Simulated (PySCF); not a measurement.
**HNO3 (peroxynitrous acid): B2PLYP/aug-cc-pVDZ**

What is the vertical singlet–triplet gap of HNO3 (peroxynitrous acid) at B2PLYP/aug-cc-pVDZ? The job is set up through a Python script.

The calculation is run with PySCF 2.14.0.

## 1. Starting point

The species is HNO3 (5 atoms), meant as a singlet with charge 0. As SMILES, `O=NOO`. The coordinates come from a GFN2-xTB relaxation. This is one conformer, not always the lowest.

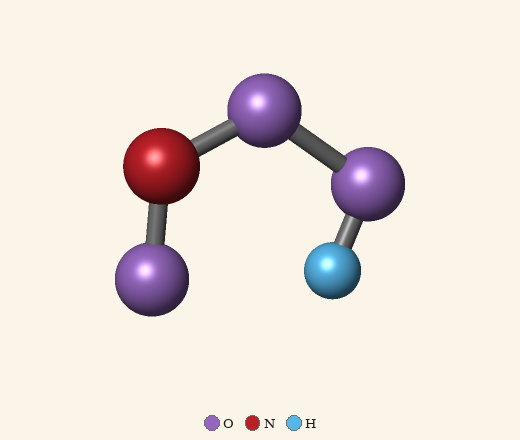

The structure, seen from a chosen angle (oxygen purple, nitrogen red, hydrogen blue).

## 2. The energy at B2PLYP/aug-cc-pVDZ

run.py

```python
from pyscf import gto, dft, mp

mol = gto.Mole()
mol.atom = [
    ('O', (0.065910, -0.913420, 1.047340)),
    ('N', (-0.887330, -0.616080, 0.379900)),
    ('O', (-0.768700, 0.249290, -0.545570)),
    ('O', (0.510450, 0.860430, -0.776300)),
    ('H', (1.079670, 0.419780, -0.105350)),
]
mol.basis = 'aug-cc-pvdz'
mol.max_memory = 1860
mol.verbose = 3
mol.build()

mf = dft.RKS(mol, xc='0.53*HF + 0.47*B88, 0.73*LYP')
mf.grids.level = 3
mf.conv_tol = 1e-10
mf.kernel()
if not mf.converged:
    mf = mf.newton().run(mf.mo_coeff, mf.mo_occ)

pt = mp.MP2(mf, frozen=4).run()
e_final = mf.e_tot + 0.27 * pt.e_corr
print('PT2 part  %.8f' % (0.27 * pt.e_corr))
print(f'total energy: {e_final:.8f} hartree')
```

Command:

```console
$ OMP_NUM_THREADS=1 python run.py
```

Output:

```text
converged SCF energy = -280.39967730177
E(RMP2) = -281.381931675866  E_corr = -0.982254374096063
E(SCS-RMP2) = -281.341899274983  E_corr = -0.942221973212742
PT2 part  -0.26520868
total energy: -280.66488598 hartree
```

It took 8.7 s on 1 thread of Arm Neoverse V1, shared host; peak memory 0.47 GiB.

## 3. The triplet at the same level

calc.py

```python
from pyscf import gto, dft, mp

mol = gto.Mole()
mol.atom = '''
O    0.065910  -0.913420   1.047340
N   -0.887330  -0.616080   0.379900
O   -0.768700   0.249290  -0.545570
O    0.510450   0.860430  -0.776300
H    1.079670   0.419780  -0.105350
'''
mol.charge = 0
mol.verbose = 3
mol.max_memory = 1860
mol.spin = 2
mol.basis = 'aug-cc-pvdz'
mol.build()

ks = dft.UKS(mol, xc='0.53*HF + 0.47*B88, 0.73*LYP')
ks.conv_tol = 1e-10
ks.grids.level = 3
ks.kernel()
if not ks.converged:
    ks = ks.newton().run(ks.mo_coeff, ks.mo_occ)

pt = mp.MP2(ks, frozen=4).run()
e_tot = ks.e_tot + 0.27 * pt.e_corr
print('PT2 part  %.8f' % (0.27 * pt.e_corr))
print('E = %.10f Eh' % e_tot)
```

Command:

```console
$ OMP_NUM_THREADS=1 python calc.py
```

Output:

```text
WARN: HOMO -0.0684517444039328 >= LUMO -0.294908384633213

converged SCF energy = -280.303521572273  <S^2> = 2.0181403  2S+1 = 3.0120693
E(UMP2) = -281.198980695284  E_corr = -0.895459123011459
E(SCS-UMP2) = -281.158852110505  E_corr = -0.855330538232266
PT2 part  -0.24177396
E = -280.5452955355 Eh
```

Wall time 20 s (1 thread of Arm Neoverse V1, shared host); peak memory 0.48 GiB.

## 4. Results

Level: B2PLYP/aug-cc-pVDZ, 4 core orbitals frozen.

| quantity | value |
| --- | --- |
| singlet: total energy | -280.66489 Eh |
| singlet: dipole moment (SCF part) | 0.86 D |
| singlet: HOMO energy (SCF part's orbitals) | -10.56 eV |
| singlet: LUMO energy (SCF part's orbitals) | -0.75 eV |
| singlet: HOMO–LUMO gap (SCF part's orbitals) | 9.81 eV |
| triplet: total energy | -280.54530 Eh |
| triplet: dipole moment (SCF part) | 1.15 D |
| triplet: HOMO energy (SCF part's orbitals) (highest over α and β) | -7.71 eV |
| triplet: LUMO energy (SCF part's orbitals) (lowest over α and β) | -3.43 eV |
| triplet: ⟨S²⟩ | 2.018 |
| vertical energy of the triplet above the singlet | 3.254 eV |

In words: At this shape the triplet lies 3.25 eV (314 kJ/mol) above the singlet. Mulliken charges (singlet) run from -0.47 on O1 to +0.60 on N2; in a basis this large or diffuse they mean little. Mulliken charges (triplet) run from -0.40 on O1 to +0.58 on N2; in a basis this large or diffuse they mean little.
